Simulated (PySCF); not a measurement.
# Gallium: the same states on changed settings

These states were run before on sound settings. What differs here: radial step 0.5 in ln r (0.13 in the sound run), unsound on purpose. What does it move?

Program: PySCF 2.14.0. Level of theory: unrestricted determinants in a Gaussian basis, no spin-orbit coupling in the energies. These are calculated values, not measurements, unless marked.

7 further runs of the same task are left out: 3 that didn't finish, 4 set aside as unsound or not needed.

### Step 1. Starting point

| Item | Value |
| --- | --- |
| Element | gallium (Z = 31) |
| Basis | aug-cc-pVDZ-PP with ECP10MDF (5s4p3d, 32 functions) |
| Hamiltonian | a scalar-relativistic core potential |
| State 1 | Ga: [Ar] 3d10 4s2 4p1, 2P determinant |
| State 2 | Ga⁺: [Ar] 3d10 4s2, closed-shell 1S |
| Methods | M06-2X, PBE0 |

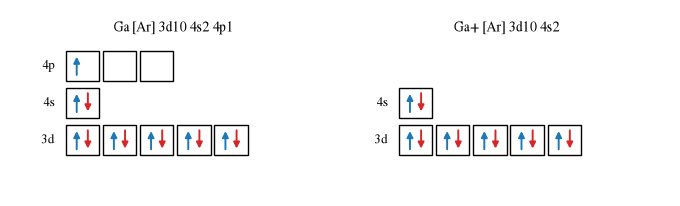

The shells outside the core, filled by Hund's rule for the drawing.

The sound run (aug-cc-pVDZ-PP with ECP10, scalar relativity through the core potential, symmetry-adapted start, fine grid, valence correlation) gave:

```csv
species,method,energy (hartree)
Ga,UHF,-258.29123
Ga,M06-2X,-259.56626
Ga,PBE0,-259.40206
Ga,MP2 (valence),-258.32013
Ga,CCSD(T) (valence),-258.33517
Ga⁺,UHF,-258.08833
Ga⁺,M06-2X,-259.35296
Ga⁺,PBE0,-259.18356
Ga⁺,MP2 (valence),-258.11164
Ga⁺,CCSD(T) (valence),-258.12375
```

One driver process ran all states and methods and kept the integrals in memory. Each run is shown as a PySCF script that sums up its settings (the driver passes frozen orbitals as a list and adds second-order terms of double hybrids); the logs are those of the runs themselves. The driver starts from symmetry-adapted Hartree-Fock orbitals, holds the occupation by maximum overlap and uses a logarithmic radial grid for functionals, so a plain start would take other cycles.

The driver's launch:

```bash
OMP_NUM_THREADS=1 python atomrun2.py TASK.json OUT
```

The integrals over 32 functions and the set-up took 0.08 s of CPU time.

The grid is set inside the driver, so the scripts do not show it: radial step 0.5 in ln r (0.13 in the sound run).

### Step 2. Changed run, Ga

**M06-2X**

Input file input.py:

```python
from pyscf import gto, scf, dft, mp, cc
import basis_set_exchange as bse
txt = bse.get_basis("aug-cc-pVDZ-PP", elements=["Ga"], fmt="nwchem", header=False)
cut = txt.index("\nECP")
mol = gto.M(atom="Ga 0 0 0", charge=0, spin=1, symmetry="D2h",
            basis=gto.basis.parse(txt[:cut]),
            ecp={"Ga": gto.basis.parse_ecp(txt[cut:])})
mf = dft.UKS(mol, xc="M062X")
mf.irrep_nelec = {'Ag': (4, 4), 'B1g': (1, 1), 'B2g': (1, 1), 'B3g': (1, 1), 'B1u': (1, 1), 'B2u': (2, 1), 'B3u': (1, 1)}
mf.kernel()
```

The program printed:

```text
damping factor = 0
level_shift factor = 0
DIIS = <class 'pyscf.scf.diis.CDIIS'>
diis_start_cycle = 1
diis_space = 10
diis_damp = 0
SCF conv_tol = 1e-09
SCF conv_tol_grad = None
number electrons alpha = 11  beta = 10
XC functionals = M062X
    Y. Zhao and D. G. Truhlar.,  Theor. Chem. Acc. 120, 215 (2008)
    Y. Zhao and D. G. Truhlar.,  Theor. Chem. Acc. 120, 215 (2008)
cycle= 1 E= -259.553970044201  delta_E= -0.00362  |g|= 0.013  |ddm|= 0.308
cycle= 2 E= -259.554131330625  delta_E= -0.000161  |g|= 0.00493  |ddm|= 0.0915
cycle= 3 E= -259.554145734732  delta_E= -1.44e-05  |g|= 0.000788  |ddm|= 0.012
cycle= 4 E= -259.554146637836  delta_E= -9.03e-07  |g|= 0.000111  |ddm|= 0.00739
cycle= 5 E= -259.554146650642  delta_E= -1.28e-08  |g|= 1.18e-05  |ddm|= 0.000577
cycle= 6 E= -259.554146650797  delta_E= -1.55e-10  |g|= 8.83e-07  |ddm|= 6.85e-05
converged SCF energy = -259.554146650797  <S^2> = 0.75489061  2S+1 = 2.0048846
```

It took 0.16 s on 1 thread of Neoverse-V2, shared host, the integrals not counted.

Orbital energies by shell (radii are means over both spins):

```csv
shell,electrons,mean orbital energy (eV),spread (eV),rms radius (bohr)
3s α,1,-159.95,0,0.702
3s β,1,-159.92,0,0.702
3p α,3,-109.33,0.159,0.740
3p β,3,-109.30,0.290,0.740
3d α,5,-25.777,0.237,0.900
3d β,5,-25.757,0.321,0.900
4s α,1,-10.911,0,2.65
4s β,1,-9.549,0,2.65
4p α,1,-4.517,0,3.61
```

⟨S²⟩ = 0.755, ⟨L²⟩ = 2.01.

Energies and moments cover only the electrons outside the core potential.

**PBE0**

input.py differs from the last one in:

```diff
@@ -7,3 +7,3 @@
             ecp={"Ga": gto.basis.parse_ecp(txt[cut:])})
-mf = dft.UKS(mol, xc="M062X")
+mf = dft.UKS(mol, xc="PBE0")
 mf.irrep_nelec = {'Ag': (4, 4), 'B1g': (1, 1), 'B2g': (1, 1), 'B3g': (1, 1), 'B1u': (1, 1), 'B2u': (2, 1), 'B3u': (1, 1)}
```

The program printed:

```text
damping factor = 0
level_shift factor = 0
DIIS = <class 'pyscf.scf.diis.CDIIS'>
diis_start_cycle = 1
diis_space = 10
diis_damp = 0
SCF conv_tol = 1e-09
SCF conv_tol_grad = None
number electrons alpha = 11  beta = 10
XC functionals = PBE0
    C. Adamo and V. Barone.,  J. Chem. Phys. 110, 6158 (1999)
    M. Ernzerhof and G. E. Scuseria.,  J. Chem. Phys. 110, 5029 (1999)
cycle= 1 E= -259.362294219036  delta_E= -0.0066  |g|= 0.0336  |ddm|= 0.312
cycle= 2 E= -259.362641279326  delta_E= -0.000347  |g|= 0.0171  |ddm|= 0.102
cycle= 3 E= -259.362781704854  delta_E= -0.00014  |g|= 0.000765  |ddm|= 0.0408
cycle= 4 E= -259.362782224392  delta_E= -5.2e-07  |g|= 8.4e-05  |ddm|= 0.00319
cycle= 5 E= -259.362782230938  delta_E= -6.55e-09  |g|= 2.82e-06  |ddm|= 0.000261
cycle= 6 E= -259.362782230961  delta_E= -2.31e-11  |g|= 3.29e-07  |ddm|= 4.71e-05
converged SCF energy = -259.362782230961  <S^2> = 0.75340554  2S+1 = 2.0034026
```

Time after the integrals: 0.1 s (1 thread of Neoverse-V2, shared host).

Energies and moments cover only the electrons outside the core potential.

### Step 3. Changed run, Ga⁺

**M06-2X**

Input file input.py:

```python
from pyscf import gto, scf, dft, mp, cc
import basis_set_exchange as bse
txt = bse.get_basis("aug-cc-pVDZ-PP", elements=["Ga"], fmt="nwchem", header=False)
cut = txt.index("\nECP")
mol = gto.M(atom="Ga 0 0 0", charge=1, spin=0, symmetry="D2h",
            basis=gto.basis.parse(txt[:cut]),
            ecp={"Ga": gto.basis.parse_ecp(txt[cut:])})
mf = dft.UKS(mol, xc="M062X")
mf.irrep_nelec = {'Ag': (4, 4), 'B1g': (1, 1), 'B2g': (1, 1), 'B3g': (1, 1), 'B1u': (1, 1), 'B2u': (1, 1), 'B3u': (1, 1)}
mf.kernel()
```

The program printed:

```text
damping factor = 0
level_shift factor = 0
DIIS = <class 'pyscf.scf.diis.CDIIS'>
diis_start_cycle = 1
diis_space = 10
diis_damp = 0
SCF conv_tol = 1e-09
SCF conv_tol_grad = None
number electrons alpha = 10  beta = 10
XC functionals = M062X
    Y. Zhao and D. G. Truhlar.,  Theor. Chem. Acc. 120, 215 (2008)
    Y. Zhao and D. G. Truhlar.,  Theor. Chem. Acc. 120, 215 (2008)
cycle= 1 E= -259.339439500927  delta_E= -0.00103  |g|= 0.0153  |ddm|= 0.206
cycle= 2 E= -259.339537266637  delta_E= -9.78e-05  |g|= 0.00554  |ddm|= 0.0525
cycle= 3 E= -259.33955185925  delta_E= -1.46e-05  |g|= 2.09e-05  |ddm|= 0.0142
cycle= 4 E= -259.339551859505  delta_E= -2.55e-10  |g|= 1.05e-06  |ddm|= 8.93e-05
converged SCF energy = -259.339551859505  <S^2> = -1.7763568e-14  2S+1 = 1
```

It took 0.12 s on 1 thread of Neoverse-V2, shared host, the integrals not counted.

The occupied shells:

```csv
shell,electrons,mean orbital energy (eV),spread (eV),rms radius (bohr)
3s,2,-168.58,0,0.702
3p,6,-117.95,0,0.740
3d,10,-34.401,0,0.895
4s,2,-17.752,0,2.51
```

⟨S²⟩ = 0.000, ⟨L²⟩ = 0.00.

Energies and moments cover only the electrons outside the core potential.

**PBE0**

input.py differs from the last one in:

```diff
@@ -7,3 +7,3 @@
             ecp={"Ga": gto.basis.parse_ecp(txt[cut:])})
-mf = dft.UKS(mol, xc="M062X")
+mf = dft.UKS(mol, xc="PBE0")
 mf.irrep_nelec = {'Ag': (4, 4), 'B1g': (1, 1), 'B2g': (1, 1), 'B3g': (1, 1), 'B1u': (1, 1), 'B2u': (1, 1), 'B3u': (1, 1)}
```

The program printed:

```text
damping factor = 0
level_shift factor = 0
DIIS = <class 'pyscf.scf.diis.CDIIS'>
diis_start_cycle = 1
diis_space = 10
diis_damp = 0
SCF conv_tol = 1e-09
SCF conv_tol_grad = None
number electrons alpha = 10  beta = 10
XC functionals = PBE0
    C. Adamo and V. Barone.,  J. Chem. Phys. 110, 6158 (1999)
    M. Ernzerhof and G. E. Scuseria.,  J. Chem. Phys. 110, 5029 (1999)
cycle= 1 E= -259.144052766595  delta_E= -0.00544  |g|= 0.0322  |ddm|= 0.328
cycle= 2 E= -259.144389265335  delta_E= -0.000336  |g|= 0.0147  |ddm|= 0.0988
cycle= 3 E= -259.144483240373  delta_E= -9.4e-05  |g|= 0.00016  |ddm|= 0.0263
cycle= 4 E= -259.144483251902  delta_E= -1.15e-08  |g|= 2.61e-06  |ddm|= 0.000551
cycle= 5 E= -259.144483251907  delta_E= -4.04e-12  |g|= 1.01e-07  |ddm|= 4.08e-06
converged SCF energy = -259.144483251907  <S^2> = -1.0658141e-14  2S+1 = 1
```

Time after the integrals: 0.08 s (1 thread of Neoverse-V2, shared host).

Energies and moments cover only the electrons outside the core potential.

### Step 4. What moved

```csv
species,method,converged,energy less sound run (eV)
Ga,M06-2X,yes,+0.3297
Ga,PBE0,yes,+1.0689
Ga⁺,M06-2X,yes,+0.3649
Ga⁺,PBE0,yes,+1.0633
```

Ionisation energy of Ga:

```csv
method,sound run (eV),changed run (eV),shift (eV)
UHF,5.521,5.521,+0.000
M06-2X,5.804,5.839,+0.035
PBE0,5.946,5.940,-0.006
```

### Step 5. What came out

```
                                 quantity                                            value
                                   change  radial step 0.5 in ln r (0.13 in the sound run)
                           runs converged                                           4 of 4
largest shift of a converged total energy                                          1.07 eV
   largest shift of the ionisation energy                               +0.035 eV (M06-2X)
```

What this shows: The ionisation energy moves by up to 0.04 eV, at M06-2X. A coarse radial grid mis-integrates the density and the exchange-correlation energy, with errors of either sign; Hartree-Fock needs no grid. The setting is unsound on purpose, so these numbers are no properties of the atom.
